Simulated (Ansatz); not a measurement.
## Geometry relaxation, with input and output: BSiSbH3OF (part 1 of 2)

BSiSbH3OF, computed with RKS B3LYP-D4/def2-SVP (Ansatz 0.2.0).

It belongs to a series of runs on one base structure; here: end point B relaxed. Figures and captions count atoms from 1; the log counts them from 0 in places.

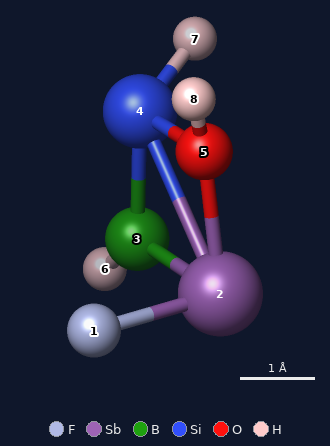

Figure 1. The structure as given in the input (ball-and-stick view, seen at an oblique angle; atoms are numbered from 1 in the order of the input). Sticks mark near contacts.

## The input
```yaml
crystal:
  periodic: [false, false, false]
  atoms:
    - { symbol: F, position_ang: [-2.3824, -0.2187, 1.036] }
    - { symbol: Sb, position_ang: [-1.5247, 1.1521, -0.1586] }
    - { symbol: B, position_ang: [0.4201, 0.7731, 0.8113] }
    - { symbol: Si, position_ang: [0.7395, -0.5343, -0.5892] }
    - { symbol: O, position_ang: [-0.8334, -0.3121, -1.3969] }
    - { symbol: H, position_ang: [1.0644, 1.1775, 1.7556] }
    - { symbol: H, position_ang: [1.8152, -0.205, -1.4685] }
    - { symbol: H, position_ang: [-0.94024, -1.10864, -1.97501] }
basis:
  gaussian: { orbitals: def2-SVP }
hamiltonian:
  xc: b3lyp
  dispersion: d4
relax:
  f_tol: 0.02
  max_steps: 50
```

Machine: 2 threads of AMD EPYC (Zen 5), 16 GiB of memory available, shared host.

Launched with:
```bash
ansatz run input.yaml --threads 2 --pin off --max-ram 3072MiB --backend cpu --events-out ev --progress --plain --runs-dir out
```

## The program's output
```
The last accepted step is kept in [file] (removed where the run ends without a failure and the disk answers)
Engine: ansatz 0.2.0, x86_64-unknown-linux-gnu
Functional definition: B3LYP
  parameter a0 = 0.2
  parameter ax = 0.72
  parameter ac = 0.81
  exchange = (1 - a0 - ax)*slater_x + ax*b88_x + a0*exact_x
  correlation = (1 - ac)*vwn_rpa_c + ac*lyp_c
1141 factors; integrals over basis functions are off by at most 3.1e-4 eV
mean field evaluation 1: about -19887.3279 eV, gradient 6.6e1 eV
mean field evaluation 2: about -19852.4443 eV, gradient 1.4e2 eV
mean field evaluation 4: about -19897.9725 eV, gradient 1.2e1 eV
mean field evaluation 8: about -19898.3452 eV, gradient 2.4e-1 eV
mean field evaluation 16: about -19898.3799 eV, gradient 7.1e-5 eV
mean field -19898.37987529 eV, -731.2519728108 hartree, gradient 7.2e-5 eV, S^2 0.000000; 0 other end points of the search recorded, 0 dependent functions left out
the calculation of the forces begins
reference -19898.38011764 eV, -731.2519817168 hartree; 31, 31 occupied and 70, 70 virtual orbitals, 1141 factors
relax step   1: F+E_penalty+E_count = -19898.77620035 eV  Δ(F+E_penalty+E_count) = +0.000e0 eV  max|allowed force component| = 2.702e0 eV/Å  Δτ_max = 0.0000 Å  (30 SCF iters, accepted)
these checks for a lower state are left out or cut short: starts, cluster_reference, orbital_swaps, neighbouring_geometries, increment
1141 factors; integrals over basis functions are off by at most 3.9e-4 eV
mean field -19899.03888424 eV, -731.2761909428 hartree, gradient 2.6e-5 eV, S^2 0.000000; 0 other end points of the search recorded, 0 dependent functions left out
[... from here on the field's lines of each further geometry are left out, up to the last ...]
relax step   2: F+E_penalty+E_count = -19899.44394624 eV  Δ(F+E_penalty+E_count) = -6.677e-1 eV  max|allowed force component| = 1.373e0 eV/Å  Δτ_max = 0.1951 Å  (34 SCF iters, accepted)
relax step   3: F+E_penalty+E_count = -19899.64149322 eV  Δ(F+E_penalty+E_count) = -1.975e-1 eV  max|allowed force component| = 1.529e0 eV/Å  Δτ_max = 0.1734 Å  (34 SCF iters, accepted)
relax step   4: F+E_penalty+E_count = -19899.75842616 eV  Δ(F+E_penalty+E_count) = -1.169e-1 eV  max|allowed force component| = 6.081e-1 eV/Å  Δτ_max = 0.1972 Å  (33 SCF iters, accepted)
relax step   5: F+E_penalty+E_count = -19899.84249158 eV  Δ(F+E_penalty+E_count) = -8.407e-2 eV  max|allowed force component| = 3.940e-1 eV/Å  Δτ_max = 0.1956 Å  (34 SCF iters, accepted)
relax step   6: F+E_penalty+E_count = -19899.89550114 eV  Δ(F+E_penalty+E_count) = -5.301e-2 eV  max|allowed force component| = 6.038e-1 eV/Å  Δτ_max = 0.1961 Å  (34 SCF iters, accepted)
relax step   7: F+E_penalty+E_count = -19899.92296182 eV  Δ(F+E_penalty+E_count) = -2.746e-2 eV  max|allowed force component| = 4.789e-1 eV/Å  Δτ_max = 0.0785 Å  (34 SCF iters, accepted)
relax step   8: F+E_penalty+E_count = -19899.94265569 eV  Δ(F+E_penalty+E_count) = -1.969e-2 eV  max|allowed force component| = 4.599e-1 eV/Å  Δτ_max = 0.1220 Å  (34 SCF iters, accepted)
relax step   9: F+E_penalty+E_count = -19899.95245949 eV  Δ(F+E_penalty+E_count) = -9.804e-3 eV  max|allowed force component| = 1.712e-1 eV/Å  Δτ_max = 0.0477 Å  (33 SCF iters, accepted)
relax step  10: F+E_penalty+E_count = -19899.95242502 eV  Δ(F+E_penalty+E_count) = +3.447e-5 eV  max|allowed force component| = 3.043e-1 eV/Å  Δτ_max = 0.0326 Å  (34 SCF iters, rejected (line search))
relax step  11: F+E_penalty+E_count = -19899.95656192 eV  Δ(F+E_penalty+E_count) = -4.102e-3 eV  max|allowed force component| = 5.522e-2 eV/Å  Δτ_max = 0.0158 Å  (35 SCF iters, accepted)
relax step  12: F+E_penalty+E_count = -19899.95891115 eV  Δ(F+E_penalty+E_count) = -2.349e-3 eV  max|allowed force component| = 8.795e-2 eV/Å  Δτ_max = 0.0336 Å  (34 SCF iters, accepted)
relax step  13: F+E_penalty+E_count = -19899.96071335 eV  Δ(F+E_penalty+E_count) = -1.802e-3 eV  max|allowed force component| = 8.202e-2 eV/Å  Δτ_max = 0.0419 Å  (34 SCF iters, accepted)
relax step  14: F+E_penalty+E_count = -19899.96438957 eV  Δ(F+E_penalty+E_count) = -3.676e-3 eV  max|allowed force component| = 1.488e-1 eV/Å  Δτ_max = 0.0788 Å  (34 SCF iters, accepted)
relax step  15: F+E_penalty+E_count = -19899.99066828 eV  Δ(F+E_penalty+E_count) = -2.628e-2 eV  max|allowed force component| = 5.863e-1 eV/Å  Δτ_max = 0.1370 Å  (34 SCF iters, accepted)
relax step  16: F+E_penalty+E_count = -19900.11016508 eV  Δ(F+E_penalty+E_count) = -1.195e-1 eV  max|allowed force component| = 8.344e-1 eV/Å  Δτ_max = 0.1918 Å  (33 SCF iters, accepted)
relax step  17: F+E_penalty+E_count = -19900.27250094 eV  Δ(F+E_penalty+E_count) = -1.623e-1 eV  max|allowed force component| = 6.681e-1 eV/Å  Δτ_max = 0.1982 Å  (34 SCF iters, accepted)
relax step  18: F+E_penalty+E_count = -19900.42768339 eV  Δ(F+E_penalty+E_count) = -1.552e-1 eV  max|allowed force component| = 5.693e-1 eV/Å  Δτ_max = 0.1951 Å  (35 SCF iters, accepted)
relax step  19: F+E_penalty+E_count = -19900.56137622 eV  Δ(F+E_penalty+E_count) = -1.337e-1 eV  max|allowed force component| = 8.901e-1 eV/Å  Δτ_max = 0.1951 Å  (41 SCF iters, accepted)
relax step  20: F+E_penalty+E_count = -19900.68090779 eV  Δ(F+E_penalty+E_count) = -1.195e-1 eV  max|allowed force component| = 9.492e-1 eV/Å  Δτ_max = 0.1629 Å  (33 SCF iters, accepted)
relax step  21: F+E_penalty+E_count = -19900.86842873 eV  Δ(F+E_penalty+E_count) = -1.875e-1 eV  max|allowed force component| = 1.752e0 eV/Å  Δτ_max = 0.1949 Å  (40 SCF iters, accepted)
relax step  22: F+E_penalty+E_count = -19901.09043419 eV  Δ(F+E_penalty+E_count) = -2.220e-1 eV  max|allowed force component| = 1.675e0 eV/Å  Δτ_max = 0.1948 Å  (39 SCF iters, accepted)
relax step  23: F+E_penalty+E_count = -19901.19667931 eV  Δ(F+E_penalty+E_count) = -1.062e-1 eV  max|allowed force component| = 8.715e-1 eV/Å  Δτ_max = 0.2000 Å  (32 SCF iters, accepted)
relax step  24: F+E_penalty+E_count = -19901.25770340 eV  Δ(F+E_penalty+E_count) = -6.102e-2 eV  max|allowed force component| = 4.271e-1 eV/Å  Δτ_max = 0.1165 Å  (32 SCF iters, accepted)
relax step  25: F+E_penalty+E_count = -19901.26700710 eV  Δ(F+E_penalty+E_count) = -9.304e-3 eV  max|allowed force component| = 2.380e-1 eV/Å  Δτ_max = 0.0304 Å  (33 SCF iters, accepted)
relax step  26: F+E_penalty+E_count = -19901.26843461 eV  Δ(F+E_penalty+E_count) = -1.428e-3 eV  max|allowed force component| = 2.372e-1 eV/Å  Δτ_max = 0.0264 Å  (33 SCF iters, accepted)
relax step  27: F+E_penalty+E_count = -19901.27060889 eV  Δ(F+E_penalty+E_count) = -2.174e-3 eV  max|allowed force component| = 3.055e-2 eV/Å  Δτ_max = 0.0147 Å  (35 SCF iters, accepted)
relax step  28: F+E_penalty+E_count = -19901.27065855 eV  Δ(F+E_penalty+E_count) = -4.966e-5 eV  max|allowed force component| = 4.533e-2 eV/Å  Δτ_max = 0.0126 Å  (34 SCF iters, accepted)
the calculation of the forces begins
reference -19900.86857813 eV, -731.3434309531 hartree; 31, 31 occupied and 70, 70 virtual orbitals, 1141 factors
relax step  29: F+E_penalty+E_count = -19901.27087066 eV  Δ(F+E_penalty+E_count) = -2.121e-4 eV  max|allowed force component| = 6.516e-3 eV/Å  Δτ_max = 0.0056 Å  (27 SCF iters, accepted)
1141 factors; integrals over basis functions are off by at most 5.7e-4 eV
mean field evaluation 224: about -19900.8366 eV, gradient 1.4e0 eV
```

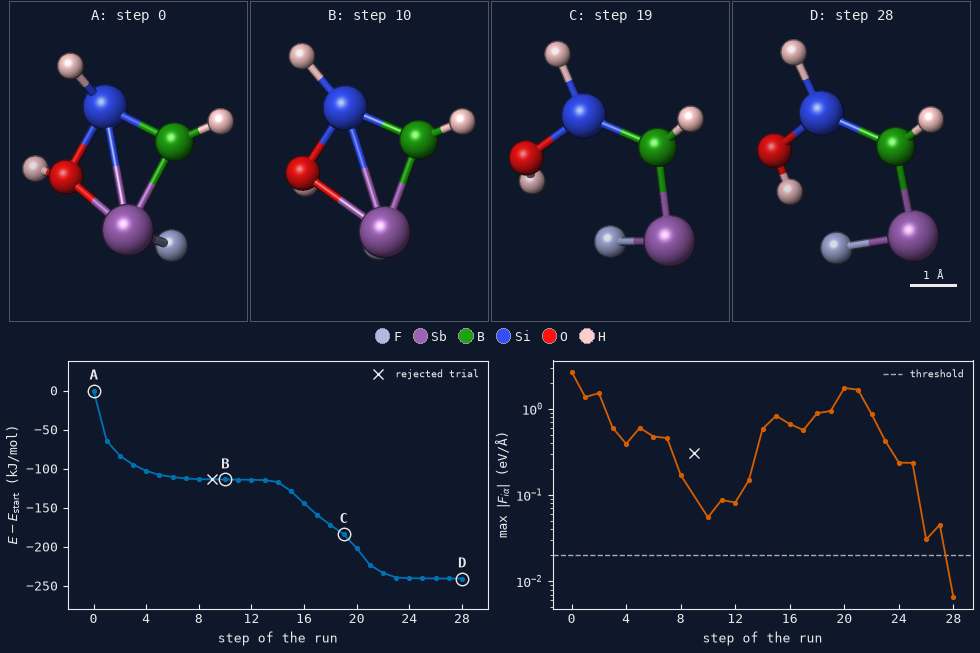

Figure 2. Frames of the relaxation (ball-and-stick view, seen at a tilt) above the curves, on which the letters mark them (the first geometry is step 0 here and step 1 in the log).

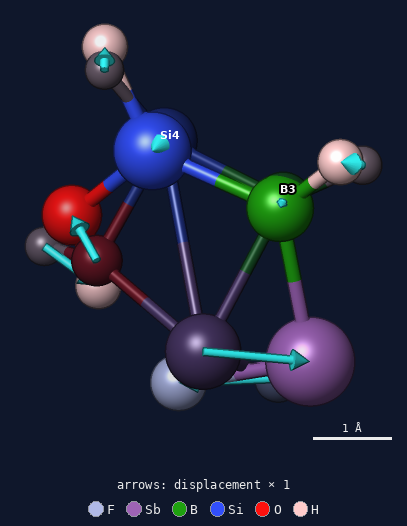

Figure 3. Start (faint) and end (solid) with the displacements as teal arrows, at true length (ball-and-stick view, seen at a tilt). The two geometries are laid on each other by the best rigid fit. The atom that moves furthest after the best rigid fit is Sb2 (1.44 Å). Largest moves by element: Sb 1.44 Å, F 1.30 Å, H 0.87 Å, O 0.77 Å, Si 0.40 Å, B 0.12 Å. Among the contacts that change: Sb2–O5 2.038 → 3.721 Å, Sb2–Si4 2.856 → 3.385 Å, Si4–O5 1.782 → 1.630 Å, Sb2–B3 2.206 → 2.108 Å. Bonds break: Sb2–O5 (2.04 → 3.72 Å). Among the angles that change: Sb2–B3–Si4 86.8° → 114.9°, B3–Si4–O5 95.6° → 123.0°, Sb2–B3–H6 138.9° → 121.2°. After 28 geometry steps the energy has fallen by 240.7 kJ/mol. Largest force component: 2.7 eV/Å at the start, 0.0065 eV/Å at the end. The line search rejected the trial step at point 9 (counted from 0) and went back. (Atoms are counted from 1 in the order of the input.)

```
mean field -19900.86833630 eV, -731.3434220661 hartree, gradient 2.0e-5 eV, S^2 0.000000; 1 other end points of the search recorded, 0 dependent functions left out
the calculation of the forces begins
reference -19900.86857813 eV, -731.3434309531 hartree; 31, 31 occupied and 70, 70 virtual orbitals, 1141 factors
Total energy: -19901.27111249 eV, -731.3582238179 hartree
Atom 0 at    -2.427644    -0.137993    -0.251550 Å, force     0.000842     0.000424     0.000959 eV/Å
Atom 1 at    -1.694725     1.001041     1.263358 Å, force    -0.000607     0.000633    -0.000359 eV/Å
Atom 2 at     0.347250     0.857684     0.759088 Å, force    -0.005145    -0.005438    -0.006516 eV/Å
Atom 3 at     0.719079    -0.194803    -0.786839 Å, force    -0.001534     0.001143     0.002065 eV/Å
Atom 4 at    -0.443560    -0.928353    -1.661746 Å, force    -0.002422     0.001737     0.003017 eV/Å
Atom 5 at     1.191506     1.407047     1.416884 Å, force     0.003843     0.001925     0.002848 eV/Å
Atom 6 at     2.012498    -0.528701    -1.442536 Å, force     0.000256     0.000050    -0.000881 eV/Å
Atom 7 at    -1.345943    -0.751961    -1.281967 Å, force     0.004768    -0.000475    -0.001133 eV/Å
Dipole moment:     0.269461     0.122954     0.136382 e Å
```

## Trajectory as extended XYZ (Å, eV, eV/Å), 29 frames, from step=1 to step=29
```
8
Properties=species:S:1:pos:R:3:forces:R:3 step=1 energy=-19898.77620
F    -2.3824   -0.2187    1.0360   -0.1772   0.5199  -0.7654
Sb   -1.5247    1.1521   -0.1586   -1.5711   1.0662   2.5047
B     0.4201    0.7731    0.8113    0.4038  -0.2699  -0.7159
Si    0.7395   -0.5343   -0.5892    1.0331  -0.1303   2.6107
O    -0.8334   -0.3121   -1.3969    0.7456  -2.4264  -2.7021
H     1.0644    1.1775    1.7556   -0.3293  -0.0068  -0.2776
H     1.8152   -0.2050   -1.4685    0.8826   0.1867  -1.2291
H    -0.9402   -1.1086   -1.9750   -0.9877   1.0605   0.5747
8
Properties=species:S:1:pos:R:3:forces:R:3 step=2 energy=-19899.44395
F    -2.5696   -0.2345    0.9835    0.0317   0.3636  -0.3697
Sb   -1.5803    1.1649   -0.0127   -0.3835  -0.3673   0.6642
B     0.4711    0.7893    0.7475    0.3303  -0.1108   0.1924
Si    0.8539   -0.5665   -0.5591    0.2759   0.4722   0.9935
O    -0.7526   -0.3108   -1.3688    0.1817  -1.1272  -1.3727
H     1.0401    1.2016    1.7257   -0.1066   0.0788  -0.1218
H     1.8806   -0.2404   -1.5680    0.2970  -0.0616  -0.4502
H    -0.9846   -1.0797   -1.9334   -0.6266   0.7523   0.4644
8
Properties=species:S:1:pos:R:3:forces:R:3 step=3 energy=-19899.64149
F    -2.7012   -0.2707    0.8850    0.0803  -0.0522  -0.1256
Sb   -1.5718    1.1157    0.0700    0.1863  -0.0803  -0.0872
B     0.5351    0.8176    0.7762   -0.1882  -0.3558   0.0388
Si    0.9119   -0.5125   -0.5430    0.2017   0.6414  -0.2797
O    -0.6900   -0.2824   -1.4562   -0.7124  -1.4787  -0.5489
H     1.0624    1.2503    1.7639    0.0021   0.0509  -0.0725
H     1.9377   -0.2843   -1.6439   -0.1611  -0.2542   0.2333
H    -1.1258   -1.1096   -1.8373    0.5914   1.5289   0.8419
8
Properties=species:S:1:pos:R:3:forces:R:3 step=4 energy=-19899.75843
F    -2.6890   -0.3245    0.7687    0.0552  -0.0584  -0.1283
Sb   -1.5571    1.1219    0.0610    0.2716  -0.0272  -0.0090
B     0.5289    0.8021    0.7891   -0.0797  -0.2397  -0.0306
Si    0.9393   -0.4626   -0.5757   -0.0026   0.5593  -0.1071
O    -0.6870   -0.2659   -1.4635   -0.4422  -0.6081  -0.0993
H     1.0547    1.2469    1.7710    0.0326   0.0077  -0.0428
H     1.9757   -0.3160   -1.6754   -0.2390  -0.1757   0.2105
H    -1.2071   -1.0780   -1.6605    0.4041   0.5420   0.2066
8
Properties=species:S:1:pos:R:3:forces:R:3 step=5 energy=-19899.84249
F    -2.6496   -0.3956    0.5907    0.1103   0.0815  -0.1185
Sb   -1.5126    1.1437    0.0654   -0.1638   0.0428   0.2121
B     0.5293    0.8080    0.8343   -0.0254  -0.3213  -0.1944
Si    0.9284   -0.3740   -0.5921   -0.1601   0.3889  -0.0414
O    -0.7201   -0.2610   -1.4565    0.1421  -0.3940  -0.0486
H     1.0879    1.2531    1.7968    0.0295   0.0170  -0.0625
H     1.9431   -0.3677   -1.7058   -0.1584  -0.1127   0.1249
H    -1.2480   -1.0826   -1.5181    0.2258   0.2977   0.1284
8
Properties=species:S:1:pos:R:3:forces:R:3 step=6 energy=-19899.89550
F    -2.6155   -0.4723    0.4135    0.1709   0.2346  -0.0358
Sb   -1.5039    1.1694    0.0966   -0.2516  -0.1520   0.1855
B     0.5145    0.7901    0.8693    0.1092  -0.0889   0.0032
Si    0.9245   -0.2826   -0.6068   -0.3521   0.1696  -0.3414
O    -0.7256   -0.2406   -1.4482    0.1543  -0.6038   0.0027
H     1.1219    1.2650    1.7880   -0.0325  -0.0071  -0.0415
H     1.9082   -0.4450   -1.7340   -0.1039  -0.0425   0.2118
H    -1.2656   -1.0601   -1.3637    0.3057   0.4902   0.0154
8
Properties=species:S:1:pos:R:3:forces:R:3 step=7 energy=-19899.92296
F    -2.5872   -0.5085    0.3800    0.1618   0.1648  -0.0267
Sb   -1.5156    1.1727    0.1189   -0.2010  -0.0344   0.1341
B     0.5076    0.7882    0.8717    0.0523  -0.0994  -0.0156
Si    0.9045   -0.2156   -0.6425   -0.1846   0.0107  -0.3262
O    -0.7315   -0.2270   -1.4744    0.1431  -0.4789   0.1433
H     1.1265    1.2592    1.7836   -0.0324   0.0166  -0.0327
H     1.9256   -0.5110   -1.7126   -0.2199   0.0289   0.2122
H    -1.2714   -1.0342   -1.3101    0.2807   0.3917  -0.0883
```
